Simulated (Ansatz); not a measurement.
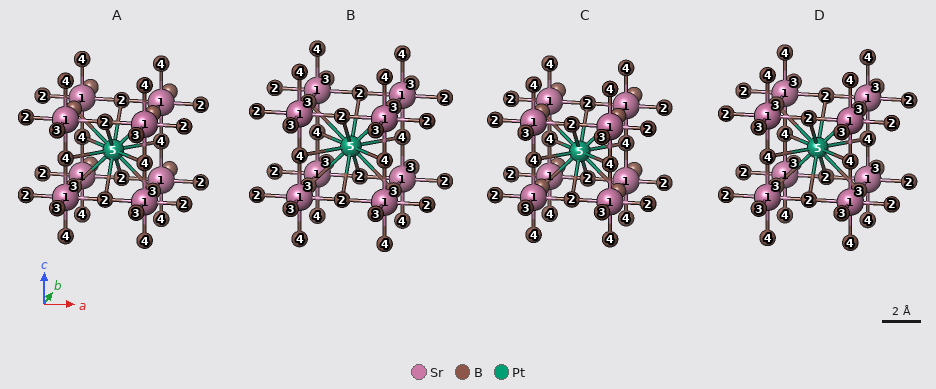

4 geometries from one relaxation of solid SrB3Pt (a generated structure, set up in Pm-3m) (coarse preliminary run), in shuffled order. The picture is a ball-and-stick view of the cell of the calculation, seen slightly off an axis.

These are results of DFT PBE, scalar-relativistic, plane waves, PAW in Ansatz 0.2.0, not measurements. (plane-wave cutoff 420 eV; k-point mesh 4 × 4 × 4; occupations gaussian; smearing width 0.1 eV; no spin polarisation; cell and atoms relaxed; force threshold 0.04 eV/Å; at most 70 steps)

Q: Put them in the order of the run, from the start to the converged end.

A: C, A, D, B. They are steps 0, 1, 2, 7, at +166 meV per atom, +77.8 meV per atom, +15.9 meV per atom relative to the last. No atom moves by more than 0.005 Å relative to the cell. The volume changes by +37.4 %, with a = b = c 4.139 → 4.601 Å (+11.2 %). Some distances before and after: B2–Pt5 2.927 → 3.253 Å, Sr1–B2 2.069 → 2.300 Å. The space group stays Pm-3m (No. 221). The energy falls by 166 meV per atom in 5 accepted moves (7 points after the start). All forces vanish by symmetry, so only the cell relaxes. The pressure goes from 11.96 to 0.09 GPa. The SCF was repeated twice at an unchanged geometry on a basis and grid sized afresh for the cell, which shifted the energy by 7.4 meV per atom at most.

Limits of the set-up: the k-point mesh is coarse for a cell with partly filled bands.
